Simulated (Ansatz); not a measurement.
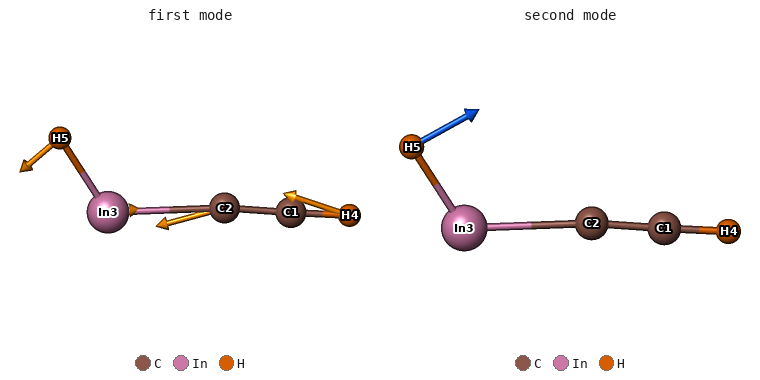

The system is C2H2In, SMILES C#[C][InH], spin multiplicity 2; the picture shows the reference structure; its two panels give the patterns of the first and the second mode as arrows. The first coordinate is: normal mode 3 (403 cm⁻¹); the second: normal mode 4 (473 cm⁻¹). Nothing is relaxed (straight displacements along the two mass-weighted modes). The scan uses a 15 × 15 grid. Points are written as (first, second). All energies are given in kJ/mol relative to the lowest grid point. Level of theory: UKS PBE0-D4/def2-TZVP (Ansatz 0.2.0).

Its coordinates:

```xyz
5

C    -1.5468   -0.2120   -0.1804
C    -0.3691    0.0707   -0.1261
In    1.6328    0.7573   -0.1751
H    -2.5790   -0.4789   -0.2149
H     2.8621   -0.1371    0.6964
```

Range: normal mode 3 (403 cm⁻¹) from −1.001 to 1.001 amu½·Å; normal mode 4 (473 cm⁻¹) from −0.491 to 0.491 amu½·Å.

Question: Predict the map.

Answer: The lowest grid point is at (0.000 amu½·Å, 0.000 amu½·Å). No other kind of well shows on this grid. The highest grid point, (1.001 amu½·Å, 0.491 amu½·Å), lies 52.6 kJ/mol above the lowest.

| normal mode 4 (473 cm⁻¹) ↓, normal mode 3 (403 cm⁻¹) → | −1.001 | −0.858 | −0.715 | −0.572 | −0.429 | −0.286 | −0.143 | 0.000 | 0.143 | 0.286 | 0.429 | 0.572 | 0.715 | 0.858 | 1.001 |
| --- | --- | --- | --- | --- | --- | --- | --- | --- | --- | --- | --- | --- | --- | --- | --- |
| 0.491 | 37.3 | 31.0 | 25.5 | 20.6 | 16.6 | 13.6 | 11.6 | 10.8 | 11.4 | 13.4 | 17.1 | 22.6 | 30.2 | 40.1 | 52.6 |
| 0.421 | 33.5 | 27.4 | 21.9 | 17.2 | 13.3 | 10.4 | 8.5 | 7.7 | 8.3 | 10.4 | 14.0 | 19.5 | 27.1 | 36.9 | 49.2 |
| 0.351 | 30.4 | 24.4 | 19.0 | 14.4 | 10.6 | 7.8 | 5.9 | 5.2 | 5.9 | 7.9 | 11.6 | 17.0 | 24.5 | 34.2 | 46.3 |
| 0.281 | 27.8 | 21.9 | 16.7 | 12.2 | 8.5 | 5.7 | 3.9 | 3.3 | 3.9 | 6.0 | 9.6 | 15.0 | 22.3 | 31.9 | 43.9 |
| 0.210 | 25.7 | 20.0 | 14.9 | 10.5 | 6.9 | 4.1 | 2.4 | 1.8 | 2.4 | 4.5 | 8.1 | 13.4 | 20.6 | 30.0 | 41.8 |
| 0.140 | 24.2 | 18.6 | 13.6 | 9.3 | 5.7 | 3.1 | 1.4 | 0.8 | 1.4 | 3.4 | 6.9 | 12.2 | 19.3 | 28.6 | 40.2 |
| 0.070 | 23.2 | 17.7 | 12.7 | 8.5 | 5.0 | 2.4 | 0.8 | 0.2 | 0.8 | 2.8 | 6.3 | 11.4 | 18.4 | 27.6 | 39.0 |
| 0.000 | 22.6 | 17.2 | 12.3 | 8.2 | 4.8 | 2.2 | 0.6 | 0.0 | 0.6 | 2.6 | 6.0 | 11.0 | 18.0 | 27.0 | 38.3 |
| −0.070 | 22.5 | 17.1 | 12.3 | 8.2 | 4.9 | 2.4 | 0.8 | 0.2 | 0.8 | 2.7 | 6.1 | 11.1 | 17.9 | 26.8 | 38.0 |
| −0.140 | 22.7 | 17.4 | 12.7 | 8.7 | 5.4 | 2.9 | 1.3 | 0.8 | 1.4 | 3.3 | 6.6 | 11.6 | 18.4 | 27.2 | 38.2 |
| −0.210 | 23.2 | 18.0 | 13.4 | 9.5 | 6.2 | 3.8 | 2.3 | 1.8 | 2.4 | 4.3 | 7.7 | 12.6 | 19.3 | 28.1 | 39.0 |
| −0.281 | 24.1 | 19.0 | 14.5 | 10.6 | 7.5 | 5.1 | 3.7 | 3.2 | 3.9 | 5.8 | 9.2 | 14.1 | 20.9 | 29.6 | 40.5 |
| −0.351 | 25.3 | 20.4 | 16.0 | 12.2 | 9.1 | 6.8 | 5.5 | 5.1 | 5.8 | 7.8 | 11.3 | 16.2 | 23.0 | 31.7 | 42.6 |
| −0.421 | 26.9 | 22.1 | 17.8 | 14.1 | 11.2 | 9.0 | 7.7 | 7.5 | 8.3 | 10.4 | 13.9 | 19.0 | 25.8 | 34.5 | 45.5 |
| −0.491 | 28.9 | 24.2 | 20.0 | 16.5 | 13.7 | 11.6 | 10.5 | 10.4 | 11.4 | 13.6 | 17.2 | 22.4 | 29.3 | 38.1 | 49.1 |

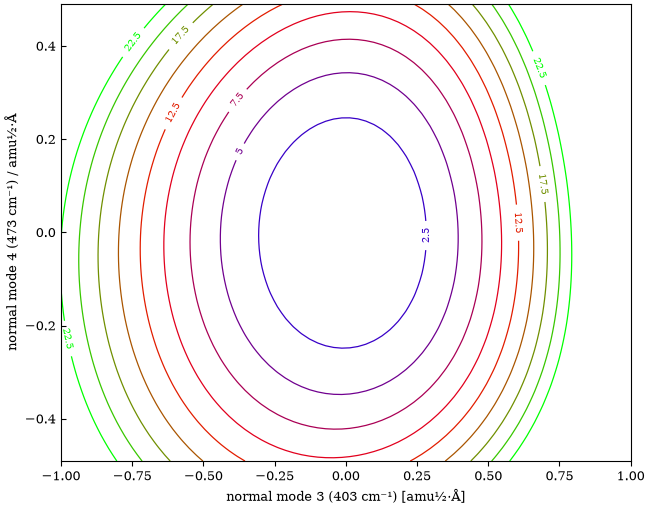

In the figure: contour lines labelled in kJ/mol (none above 22.5). Between grid points the surface is interpolated.

Time for the 225 points that were run: 9.3 min on 1 thread of AMD EPYC 9R45 (Zen 5) (shared host).
